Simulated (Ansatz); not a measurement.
# BClGaH5O2Si: vertical ionisation energy

Aim: the vertical ionisation energy of BClGaH5O2Si, as cation minus neutral at the neutral's geometry, on several levels, and how well −ε(HOMO) stands in for it.

Computed with Ansatz 0.2.0, Gaussian basis. Level: unrestricted cation, the program's frozen cores in correlated methods.

Levels to be run: UKS PBE-D4/def2-TZVPP; UKS r2SCAN-D4/def2-TZVPP; UKS PBE0-D4/def2-TZVPP; UKS B3LYP-D4/def2-TZVPP; UKS wB97X-V/def2-TZVPP; UKS wB97M-V/def2-TZVPP; UKS B2PLYP/def2-TZVPP; UHF-CCSD(T)/def2-TZVPP; UHF-MP2/def2-QZVPP; extrapolation to the limit; then −ε(HOMO) from the neutral's earlier runs with LDA (SPW92), PBE-D4, revPBE-D4, BLYP-D4, r2SCAN-D4, B97M-V, PBE0-D4, B3LYP-D4, r2SCANh-D4, r2SCAN0-D4, HSE06-D4, BHLYP-D4, CAM-B3LYP-D4, LC-ωPBE, ωB97X-V, ωB97M-V.

## 1. Structure used throughout

The geometry comes from an earlier relaxation with PBE0-D4 in a triple-zeta def2 set; it is a stationary point, not always the lowest conformer.

SMILES `B[O][Ga]([Cl])[O][SiH3]`, 11 atoms, charge 0, spin multiplicity 1.

Atoms are counted from 1 here; the program's logs count them from 0.

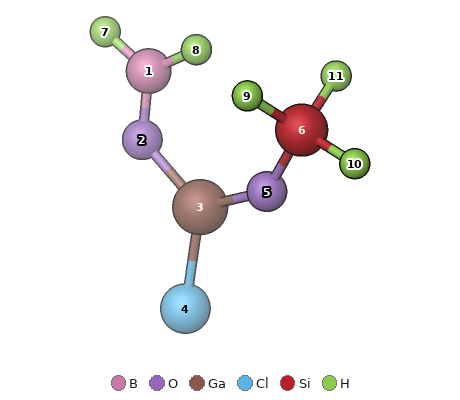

The structure; boron pink, oxygen purple, gallium brown, chlorine blue, silicon red, hydrogen green; atoms are numbered from 1 in the order of the file.

## 2. Cation, UKS PBE-D4/def2-TZVPP

The input, in.yaml:

```yaml
crystal:
  periodic: [false, false, false]
  atoms:
    - {symbol: B, position_ang: [-0.321308, -1.921374, 0.943431]}
    - {symbol: O, position_ang: [0.422398, -2.036411, -0.173587]}
    - {symbol: Ga, position_ang: [0.802626, -0.702960, -1.301464]}
    - {symbol: Cl, position_ang: [1.799865, -1.191709, -3.088845]}
    - {symbol: O, position_ang: [0.390027, 0.964694, -0.959380]}
    - {symbol: Si, position_ang: [-0.295449, 1.932775, 0.172805]}
    - {symbol: H, position_ang: [-0.481521, -2.902662, 1.615521]}
    - {symbol: H, position_ang: [-0.813498, -0.864953, 1.258782]}
    - {symbol: H, position_ang: [0.352391, 1.737412, 1.497202]}
    - {symbol: H, position_ang: [-0.106974, 3.339424, -0.262414]}
    - {symbol: H, position_ang: [-1.748558, 1.645774, 0.297938]}
basis:
  gaussian: {orbitals: def2-TZVPP}
total_charge: 1
magnetization: {spin_polarized: true, initial_magnetization: 1}
hamiltonian: {xc: pbe, dispersion: d4}
```

Launch:

```
> ansatz run in.yaml --threads 2 --pin off --events-out ev --progress --plain --max-ram 32768MiB --backend cuda --devices 0, --max-vram 18GiB
```

After this run come: Cation, UKS r2SCAN-D4/def2-TZVPP; Cation, UKS PBE0-D4/def2-TZVPP; Cation, UKS B3LYP-D4/def2-TZVPP; Cation, UKS wB97X-V/def2-TZVPP; Cation, UKS wB97M-V/def2-TZVPP; Cation, UKS B2PLYP (frozen core)/def2-TZVPP; Cation, UHF-CCSD(T)/def2-TZVPP; Cation, UHF-MP2/def2-QZVPP.

Q: Predict the results of all the runs planned. Wanted: ionisation energy, CCSD(T)/CBS; nearest functional by difference; nearest −ε(HOMO); −ε(HOMO) of PBE; T1 of the cation.

**Answer**, as computed:

```
                        quantity               value
  ionisation energy, CCSD(T)/CBS            11.10 eV
nearest functional by difference  ωB97X-V (-0.28 eV)
                nearest −ε(HOMO)  LC-ωPBE (+0.04 eV)
                 −ε(HOMO) of PBE             6.93 eV
                T1 of the cation               0.040
```

What this shows: Energy differences with functionals land within 1.43 eV of the reference. −ε(HOMO) of PBE misses by 4.2 eV, since self-interaction lifts the level. Among orbital estimates LC-ωPBE comes nearest. Hartree-Fock falls 0.77 eV short, as the neutral has more correlation energy than the cation. The cation's T1 (from the report) is 0.040, near the customary mark of 0.045 for open shells, so the coupled-cluster value is less safe. Correlated methods include outer-core shells of Ga, which these sets cover unevenly. With outer-core shells in play the reference is unsure by up to some tenths of an eV, so close misses can't be ranked.
